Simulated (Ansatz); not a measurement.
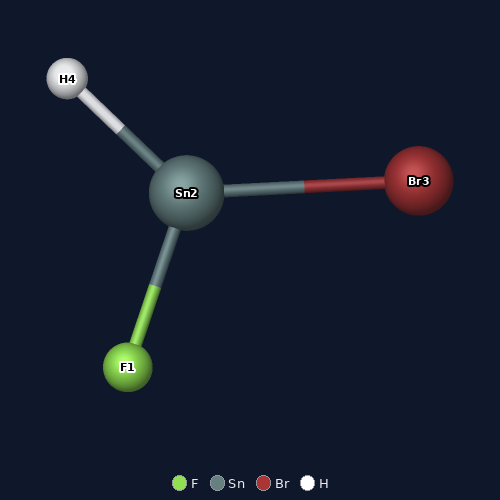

The system is BrFHSn, SMILES [F][SnH+][Br], charge +1; the picture shows the reference structure. 
- The first coordinate is: bond length F1–Sn2; the second: bond length Sn2–H4.
- Nothing is relaxed (all other coordinates rigid).
- The scan uses a 9 × 9 grid.
- All energies are given in kJ/mol relative to the relaxed molecule at the same level.
- These are results of Ansatz, RKS wB97M-V/def2-TZVP, not measurements.

Its coordinates:

```yaml
atoms:
  - { symbol: F, position_ang: [-1.7462, 0.0033, 0.3718] }
  - { symbol: Sn, position_ang: [0.0572, 0.1110, -0.0782] }
  - { symbol: Br, position_ang: [1.2711, -1.7215, 0.7508] }
  - { symbol: H, position_ang: [0.4865, 1.4581, -0.9705] }
```

Range: bond length F1–Sn2 from 1.638 to 2.327 Å; bond length Sn2–H4 from 1.471 to 2.090 Å.

> What will the energy surface look like?

The lowest grid point is at bond length F1–Sn2 = 1.897 Å, bond length Sn2–H4 = 1.703 Å, 2.4 kJ/mol from the relaxed molecule at the same level. It is the only kind of minimum in the scanned range. The highest grid point, bond length F1–Sn2 = 2.327 Å, bond length Sn2–H4 = 2.090 Å, lies 229 kJ/mol above the lowest. Round the minimum the two coordinates are nearly uncoupled.

```tsv
bond length Sn2–H4 ↓, bond length F1–Sn2 →	1.638	1.725	1.811	1.897	1.983	2.069	2.155	2.241	2.327
2.090	190	113	82	79	94	121	155	192	231
2.012	169	92	61	58	73	101	134	172	211
1.935	150	73	41	39	54	82	116	153	193
1.858	133	56	25	22	38	65	100	137	177
1.780	120	43	12	9	25	53	87	125	165
1.703	114	36	5	2	18	46	81	119	158
1.626	115	37	6	3	20	47	82	120	160
1.549	127	49	18	15	31	59	94	132	172
1.471	155	77	45	42	59	86	121	160	200
```

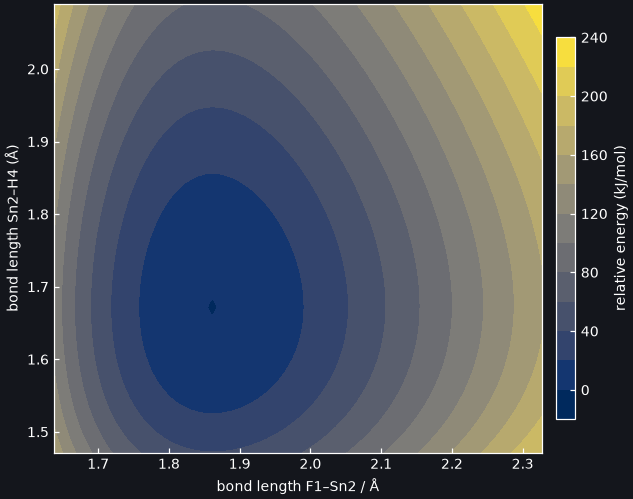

Drawn: filled contours. Between grid points the surface is interpolated.

Each point was launched as `ansatz run input.yaml --threads 1 --pin off --max-ram 2560MiB --backend cpu --events-out ev --progress --plain --runs-dir out`. Time for the 81 points that were run: 45 min on 1 thread of Arm Neoverse N1, on a shared host.
